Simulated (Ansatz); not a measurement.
**SiNH4F (SMILES N[SiH2]F): MP2/aug-cc-pVDZ**

What is the electronic atomisation energy of SiNH4F at MP2/aug-cc-pVDZ? 

Program for the calculation: Ansatz 0.2.0.

67 further runs of the same task are left out: 67 set aside as unsound or not needed.

### 1 The structure to begin with

SiNH4F has 7 atoms, charge 0, and is taken as a singlet. SMILES: `N[SiH2]F`. Geometry: relaxed at PBE0-D4/def2-TZVP. This is one conformer, not always the lowest.

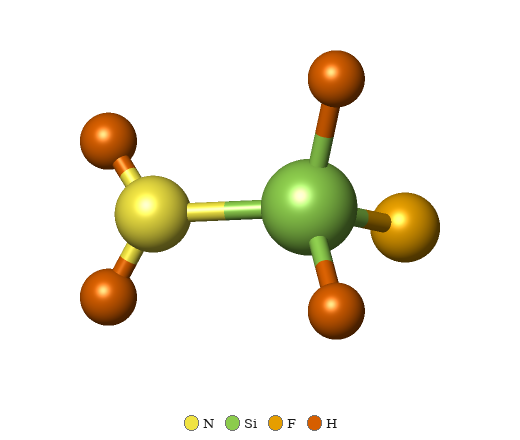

The structure, seen from a chosen angle (nitrogen yellow, silicon green, fluorine amber, hydrogen orange).

### 2 The energy at MP2/aug-cc-pVDZ

job.yaml reads:

```yaml
crystal:
  periodic: [false, false, false]
  atoms:
    - symbol: N
      position_ang: [-0.761500, 0.339000, -0.625200]
    - symbol: Si
      position_ang: [0.531100, -0.115700, 0.373400]
    - symbol: F
      position_ang: [0.515100, -1.653900, 0.829800]
    - symbol: H
      position_ang: [-0.786600, 0.105100, -1.603600]
    - symbol: H
      position_ang: [-1.682200, 0.513500, -0.258400]
    - symbol: H
      position_ang: [0.455900, 0.676200, 1.620700]
    - symbol: H
      position_ang: [1.789400, 0.068000, -0.382300]
basis:
  gaussian: {orbitals: aug-cc-pVDZ}
correlation: {method: mp2, frozen_orbitals: {F: 1, H: 0, "N": 1, Si: 5}}
accuracy: high
```

Launch:

```console
$ ansatz run job.yaml --threads 1 --pin off --max-ram 3480MiB --events-out events.jsonl --progress --plain --runs-dir runs
```

Log:

```text
Warning: RAYON_NUM_THREADS=1 ignored (pool sized by the plan → 1); use --threads N
Functional definition: HF
  name "HF"
  exchange = exact_x
  correlation = 0
2219 factors; integrals over basis functions are off by at most 3.5e-9 eV
mean field evaluation 1: about -12112.8628 eV, gradient 4.0e1 eV
mean field evaluation 2: about -12112.8946 eV, gradient 4.0e1 eV
mean field evaluation 4: about -12116.0764 eV, gradient 2.4e0 eV
mean field evaluation 8: about -12116.1001 eV, gradient 1.6e-1 eV
mean field -12116.10015035 eV, -445.2584679377 hartree, gradient 1.4e-8 eV, S^2 0.000000; 0 other end points of the search recorded, 0 dependent functions left out
7 core orbitals not correlated: weight in the atoms' cores, before any rotation towards them, 1.000 or more for the frozen orbitals, at most 0.000 for the correlated occupied ones
reference -12116.10015035 eV, -445.2584679377 hartree; 10, 10 occupied and 92, 92 virtual orbitals, 2219 factors
second order -13.46459440 eV of doubles, -0.00000000 eV of singles
Total energy: -12129.56474475 eV, -445.7532826554 hartree
```

Wall time 2.8 s (1 thread of Intel Xeon 6975P-C (Granite Rapids), shared host); peak memory 0.33 GiB.

### 3 The F atom at the same level

job.yaml reads:

```yaml
crystal:
  periodic: [false, false, false]
  atoms:
    - {symbol: F, position_ang: [0.000000, 0.000000, 0.000000]}
basis:
  gaussian: {orbitals: aug-cc-pVDZ}
magnetization: {spin_polarized: true, initial_magnetization: 1}
correlation: {method: mp2, frozen_orbitals: {F: 1}}
accuracy: high
```

Run the same way, it converges to -99.53570 Eh (log not shown).

### 4 The H atom: a single-point energy at UHF/aug-cc-pVDZ

input.yaml reads:

```yaml
basis:
  gaussian:
    orbitals: aug-cc-pVDZ
crystal:
  periodic: [false, false, false]
  atoms:
    - symbol: H
      position_ang: [0.000000, 0.000000, 0.000000]
magnetization:
  spin_polarized: true
  initial_magnetization: 1
hamiltonian:
  xc: hf
accuracy: high
total_charge: 0
```

Launch:

```console
$ ansatz run input.yaml --threads 1 --pin off --max-ram 3480MiB --events-out events.jsonl --progress --plain --runs-dir runs
```

Log:

```text
Warning: RAYON_NUM_THREADS=1 ignored (pool sized by the plan → 1); use --threads N
Functional definition: HF
  name "HF"
  exchange = exact_x
  correlation = 0
42 factors; integrals over basis functions are off by at most 4.4e-8 eV
mean field evaluation 1: about -13.5311 eV, gradient 1.8e0 eV
mean field evaluation 2: about -13.5311 eV, gradient 1.8e0 eV
mean field evaluation 4: about -13.5876 eV, gradient 9.7e-3 eV
mean field evaluation 8: about -13.5876 eV, gradient 2.1e-12 eV
mean field -13.58757892 eV, -0.4993343154 hartree, gradient 5.4e-8 eV, S^2 0.750000; 0 other end points of the search recorded, 0 dependent functions left out
reference -13.58757892 eV, -0.4993343154 hartree; 1, 0 occupied and 8, 9 virtual orbitals, 42 factors
Total energy: -13.58757892 eV, -0.4993343154 hartree
```

Run time: 0.04 s. Hardware: 1 thread of Intel Xeon 6975P-C (Granite Rapids), shared host.

### 5 The N atom

in.yaml reads:

```yaml
basis:
  gaussian:
    orbitals: aug-cc-pVDZ
crystal:
  periodic: [false, false, false]
  atoms:
    - {symbol: N, position_ang: [0.000000, 0.000000, 0.000000]}
magnetization:
  spin_polarized: true
  initial_magnetization: 3
accuracy: high
correlation:
  method: mp2
  frozen_orbitals: {"N": 1}
```

Run the same way, it converges to -54.46817 Eh (log not shown).

### 6 The Si atom

input.yaml reads:

```yaml
crystal:
  periodic: [false, false, false]
  atoms:
    - {symbol: Si, position_ang: [0.000000, 0.000000, 0.000000]}
basis:
  gaussian:
    orbitals: aug-cc-pVDZ
correlation:
  method: mp2
  frozen_orbitals: {Si: 5}
accuracy: high
magnetization:
  spin_polarized: true
  initial_magnetization: 2
```

Run the same way, it converges to -288.89747 Eh (log not shown).

### 7 Summary of results

At MP2/aug-cc-pVDZ, 7 core orbitals frozen:

| quantity | value |
| --- | --- |
| molecule: total energy | -445.75328 Eh |
| molecule: correlation energy (7 core orbitals frozen) | -494.8 mEh |
| F atom: total energy | -99.53570 Eh |
| F atom: correlation energy (1 core orbital frozen) | -154.6 mEh |
| F atom: ⟨S²⟩ of the reference determinant | 0.754 |
| H atom: total energy | -0.49933 Eh |
| H atom: ⟨S²⟩ | 0.750 |
| N atom: total energy | -54.46817 Eh |
| N atom: correlation energy (1 core orbital frozen) | -75.0 mEh |
| N atom: ⟨S²⟩ of the reference determinant | 3.757 |
| Si atom: total energy | -288.89747 Eh |
| Si atom: correlation energy (5 core orbitals frozen) | -46.5 mEh |
| Si atom: ⟨S²⟩ of the reference determinant | 2.014 |
| electronic atomisation energy | 23.255 eV |

What this shows: Taking the molecule apart into free atoms costs 23.25 eV (2244 kJ/mol), before zero-point energy and without spin-orbit coupling.
